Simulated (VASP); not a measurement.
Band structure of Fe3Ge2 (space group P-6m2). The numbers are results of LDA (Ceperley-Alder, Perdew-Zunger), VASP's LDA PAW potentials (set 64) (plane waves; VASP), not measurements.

The run has a spin-polarised start.

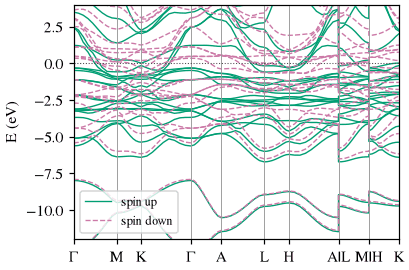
Bands along high-symmetry lines, zero at the valence-band maximum or, without a gap, the Fermi level

**Question.** Read the plot: is there a gap, and where are the band edges?

**Answer.** It has no gap at this level: it comes out as a metal or semimetal. (Edges off the drawn lines would not show.)

The structure comes from a computed database's Fe3Ge2 entry (P-6m2); how it stands against other phases isn't given here. It was relaxed first, which changed the volume by -9 %.
